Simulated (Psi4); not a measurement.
# C2H6BFO (SMILES COB(C)F) at TPSS/cc-pVTZ (density fitting with cc-pvdz-jkfit, sweep point 2)

Aim: the vertical singlet–triplet gap of C2H6BFO at TPSS/cc-pVTZ (density fitting with cc-pvdz-jkfit, sweep point 2), from 2 runs. The job is set up through a Python script.

Program for the calculation: Psi4 1.11.

**1. The structure to begin with**

C2H6BFO has 11 atoms, charge 0, and is taken as a singlet. As SMILES, `COB(C)F`. Geometry: relaxed at PBE0-D4/def2-TZVP. This is one conformer, not always the lowest.

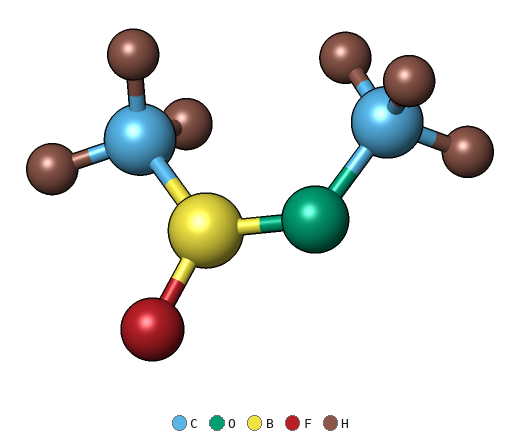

Viewed from a chosen angle; carbon blue, oxygen teal, boron yellow, fluorine red, hydrogen brown.

**2. A single-point energy at TPSS/cc-pVTZ (density fitting with cc-pvdz-jkfit, sweep point 2)**

The input, c2h6bfo.py:

```python
import psi4

psi4.set_memory(1600000000)
psi4.set_num_threads(1)
psi4.core.set_output_file('psi4.out', False)

mol = psi4.geometry("""
0 1
C     -2.57834232     1.34378425     1.01761752
O     -0.45542400     2.32020574    -0.25567994
B      1.54692981     0.91217080    -0.96168162
C      1.87687599    -1.99914127    -0.51135989
F      3.36220072     2.20190888    -2.14672888
H     -2.75616555     2.28108841     2.84762830
H     -4.26908029     1.74667386    -0.09448631
H     -2.44530561    -0.69485230     1.31921781
H      1.79070448    -2.46987204     1.50044254
H      3.68005266    -2.66980507    -1.24740821
H      0.37095324    -3.07987564    -1.42863295
units au
symmetry c1
""")

psi4.set_options({
    'basis': 'cc-pVTZ',
    'puream': True,
    'scf_type': 'df',
    'dft_radial_points': 99,
    'dft_spherical_points': 590,
    'df_basis_scf': 'cc-pvdz-jkfit',
})

e_tot = psi4.energy('tpss', molecule=mol)
print(f'total energy {e_tot:.8f} hartree = {e_tot * 27.211386:.5f} eV')
for k, v in sorted(psi4.core.scalar_variables().items()):
    print(f'{k:45s} {v:18.10f}')
```

Launch:

```
python c2h6bfo.py
```

psi4.out:

```text
[...]
  Running in c1 symmetry.
[...]
  Nuclear repulsion =  171.585248869805810
[...]
  Multiplicity = 1
[...]
  Nalpha       = 20
  Nbeta        = 20
[...]
    Number of basis functions: 234
[...]
   @DF-RKS iter   1:  -279.45720242622764   -2.68030e-01   4.73444e-03 DIIS/ADIIS
[...]
   @DF-RKS iter   9:  -279.99514539694093   -1.98216e-07   7.16133e-07 DIIS
[...]
    Orbital Energies [Eh]
    ---------------------
    Doubly Occupied:
       1A    -24.392133     2A    -18.902792     3A    -10.045680
       4A     -9.969931     5A     -6.639155     6A     -1.115753
       7A     -0.976127     8A     -0.657746     9A     -0.654066
      10A     -0.496252    11A     -0.455870    12A     -0.428828
      13A     -0.424829    14A     -0.387863    15A     -0.375198
      16A     -0.359374    17A     -0.354221    18A     -0.320784
      19A     -0.276415    20A     -0.276141
[...]
  @DF-RKS Final Energy:  -279.99514539694093
   => Energetics <=
    Nuclear Repulsion Energy =            171.5852488698058096
    One-Electron Energy =                -723.2342286645946388
    Two-Electron Energy =                 308.0254835465975702
    DFT Exchange-Correlation Energy =     -36.3716491487496896
    Empirical Dispersion Energy =           0.0000000000000000
    VV10 Nonlocal Energy =                  0.0000000000000000
    Total Energy =                       -279.9951453969409272
[...]
 Multipole Moments:
 ------------------------------------------------------------------------------------
     Multipole            Electronic (a.u.)      Nuclear  (a.u.)        Total (a.u.)
 ------------------------------------------------------------------------------------
 L = 1.  Multiply by 2.5417464519 to convert [e a0] to [Debye]
 Dipole X            :          5.1859824           -5.8590210           -0.6730386
 Dipole Y            :          5.3280607           -5.9568826           -0.6288219
 Dipole Z            :         -3.7294933            4.2002344            0.4707411
 Magnitude           :                                                    1.0344057
[...]
```

The script printed:

```text
total energy -279.99514540 hartree = -7619.05598 eV
CURRENT ENERGY                                   -279.9951453969
CURRENT REFERENCE ENERGY                         -279.9951453969
DD SOLVATION ENERGY                                 0.0000000000
DFT FUNCTIONAL TOTAL ENERGY                      -279.9951453969
DFT TOTAL ENERGY                                 -279.9951453969
DFT VV10 ENERGY                                     0.0000000000
DFT XC ENERGY                                     -36.3716491487
GRID ELECTRONS ALPHA                               19.9999996456
GRID ELECTRONS BETA                                19.9999996456
GRID ELECTRONS TOTAL                               39.9999992912
NUCLEAR REPULSION ENERGY                          171.5852488698
ONE-ELECTRON ENERGY                              -723.2342286646
PCM POLARIZATION ENERGY                             0.0000000000
PE ENERGY                                           0.0000000000
SCF ITERATION ENERGY                             -279.9951453969
SCF ITERATIONS                                      9.0000000000
SCF TOTAL ENERGY                                 -279.9951453969
TWO-ELECTRON ENERGY                               308.0254835466
XC GRID RADIAL POINTS                              99.0000000000
XC GRID SPHERICAL POINTS                          590.0000000000
XC GRID TOTAL POINTS                           606290.0000000000
```

Wall time 83 s (1 thread of AMD EPYC 9R45 (Zen 5), shared host); peak memory 1.4 GiB.

**3. The triplet**

The input, job.py:

```python
import psi4

psi4.set_memory('1600 MB')
psi4.set_num_threads(1)
psi4.core.set_output_file('output.dat', False)

molecule = psi4.geometry("""
0 3
C     -2.57834232     1.34378425     1.01761752
O     -0.45542400     2.32020574    -0.25567994
B      1.54692981     0.91217080    -0.96168162
C      1.87687599    -1.99914127    -0.51135989
F      3.36220072     2.20190888    -2.14672888
H     -2.75616555     2.28108841     2.84762830
H     -4.26908029     1.74667386    -0.09448631
H     -2.44530561    -0.69485230     1.31921781
H      1.79070448    -2.46987204     1.50044254
H      3.68005266    -2.66980507    -1.24740821
H      0.37095324    -3.07987564    -1.42863295
units bohr
symmetry c1
""")

options = {'basis': 'cc-pVTZ', 'reference': 'uks', 'puream': True, 'scf_type': 'df', 'dft_radial_points': 99, 'dft_spherical_points': 590, 'df_basis_scf': 'cc-pvdz-jkfit', 'maxiter': 100}
psi4.set_options(options)

result, w = psi4.energy("tpss", molecule=molecule, return_wfn=True)
print(f'tpss energy: {result:.10f} Eh')
for k, v in sorted(psi4.core.scalar_variables().items()):
    print(f'{k:45s} {v:18.10f}')
```

Launch:

```
python job.py
```

output.dat:

```text
[...]
  Running in c1 symmetry.
[...]
  Nuclear repulsion =  171.585248869805810
[...]
  Multiplicity = 3
[...]
  Nalpha       = 21
  Nbeta        = 19
[...]
    Number of basis functions: 234
[...]
   @DF-UKS iter   1:  -279.18697570818284    2.19625e-03   4.44852e-03 ADIIS/DIIS
[...]
   @DF-UKS iter  17:  -279.72687735911313   -3.33960e-07   5.66388e-07 DIIS
[...]
   @S^2 Observed:                2.004119844E+00
[...]
    Orbital Energies [Eh]
    ---------------------
    Alpha Occupied:
       1A    -24.386186     2A    -18.949335     3A    -10.069805
       4A    -10.010558     5A     -6.589881     6A     -1.108490
       7A     -1.012611     8A     -0.680836     9A     -0.675223
      10A     -0.517229    11A     -0.466687    12A     -0.452472
      13A     -0.445037    14A     -0.393918    15A     -0.385432
      16A     -0.374218    17A     -0.362941    18A     -0.342321
      19A     -0.317242    20A     -0.300989    21A     -0.015938
    Alpha Virtual:
      22A      0.011907    23A      0.043847    24A      0.061638
      25A      0.077946    26A      0.086177    27A      0.086915
[...]
  @DF-UKS Final Energy:  -279.72687735911313
   => Energetics <=
    Nuclear Repulsion Energy =            171.5852488698058096
    One-Electron Energy =                -722.6259117718011566
    Two-Electron Energy =                 307.6399932367122574
    DFT Exchange-Correlation Energy =     -36.3262076938300638
    Empirical Dispersion Energy =           0.0000000000000000
    VV10 Nonlocal Energy =                  0.0000000000000000
    Total Energy =                       -279.7268773591131321
  UHF NO Occupations:
  HONO-2 :   19  A 1.9992577
  HONO-1 :   20  A 1.0000000
[...]
 Multipole Moments:
 ------------------------------------------------------------------------------------
     Multipole            Electronic (a.u.)      Nuclear  (a.u.)        Total (a.u.)
 ------------------------------------------------------------------------------------
 L = 1.  Multiply by 2.5417464519 to convert [e a0] to [Debye]
 Dipole X            :          4.7262598           -5.8590210           -1.1327612
 Dipole Y            :          5.3819699           -5.9568826           -0.5749127
 Dipole Z            :         -3.5941957            4.2002344            0.6060387
 Magnitude           :                                                    1.4074642
[...]
```

Standard output:

```text
tpss energy: -279.7268773591 Eh
CURRENT ENERGY                                   -279.7268773591
CURRENT REFERENCE ENERGY                         -279.7268773591
DD SOLVATION ENERGY                                 0.0000000000
DFT FUNCTIONAL TOTAL ENERGY                      -279.7268773591
DFT TOTAL ENERGY                                 -279.7268773591
DFT VV10 ENERGY                                     0.0000000000
DFT XC ENERGY                                     -36.3262076938
GRID ELECTRONS ALPHA                               21.0000005217
GRID ELECTRONS BETA                                18.9999996914
GRID ELECTRONS TOTAL                               40.0000002131
NUCLEAR REPULSION ENERGY                          171.5852488698
ONE-ELECTRON ENERGY                              -722.6259117718
PCM POLARIZATION ENERGY                             0.0000000000
PE ENERGY                                           0.0000000000
SCF ITERATION ENERGY                             -279.7268773591
SCF ITERATIONS                                     17.0000000000
SCF TOTAL ENERGY                                 -279.7268773591
TWO-ELECTRON ENERGY                               307.6399932367
XC GRID RADIAL POINTS                              99.0000000000
XC GRID SPHERICAL POINTS                          590.0000000000
XC GRID TOTAL POINTS                           606290.0000000000
```

Wall time 4.5 min (1 thread of AMD EPYC 9R45 (Zen 5), shared host); peak memory 1.4 GiB.

**4. Results**

Level: TPSS/cc-pVTZ (density fitting with cc-pvdz-jkfit, sweep point 2).

| quantity | value |
| --- | --- |
| singlet: total energy | -279.99515 Eh |
| singlet: dipole moment | 2.63 D |
| singlet: HOMO energy | -7.51 eV |
| singlet: LUMO energy | 0.21 eV |
| singlet: HOMO–LUMO gap | 7.73 eV |
| triplet: total energy | -279.72688 Eh |
| triplet: dipole moment | 3.58 D |
| triplet: HOMO energy (highest over α and β) | -0.43 eV |
| triplet: ⟨S²⟩ | 2.004 |
| vertical energy of the triplet above the singlet | 7.300 eV |

What this shows: At this shape the triplet lies 7.30 eV (168 kcal/mol) above the singlet.
